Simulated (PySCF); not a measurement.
SMILES O=Cc1ccc(C=O)cc1 at its GFN2-xTB optimised geometry (Å):

```
16

O     -0.9709    -3.4692     0.0002
C     -1.4822    -2.3805    -0.0003
C     -0.7520    -1.1021     0.0000
C     -1.4468     0.1082     0.0001
C     -0.7554     1.3021     0.0002
C      0.6402     1.3019     0.0002
C      1.3855     2.5715     0.0006
O      2.5841     2.6701    -0.0002
C      1.3355     0.0902     0.0000
C      0.6451    -1.1021     0.0000
H     -2.5841    -2.2637     0.0004
H     -2.5273     0.1031     0.0001
H     -1.2888     2.2418     0.0002
H      0.7356     3.4692    -0.0004
H      2.4150     0.1160     0.0000
H      1.1599    -2.0513    -0.0001
```

Calculation: PySCF with B3LYP/def2-TZVP.

Map of the LUMO amplitude (bohr^(-3/2)) on the plane z = 1.0 Å; orbital energy -3.03 eV, overall sign arbitrary:

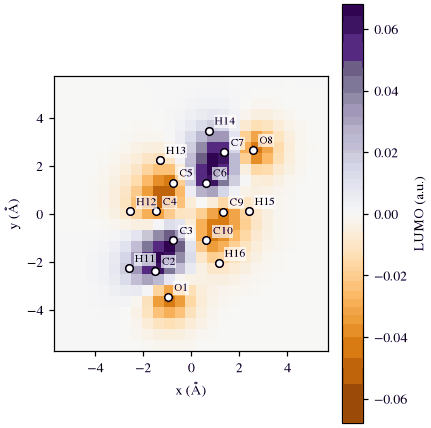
Fig. 1. LUMO amplitude (bohr^(-3/2)) on the plane z = 1.0 Å.
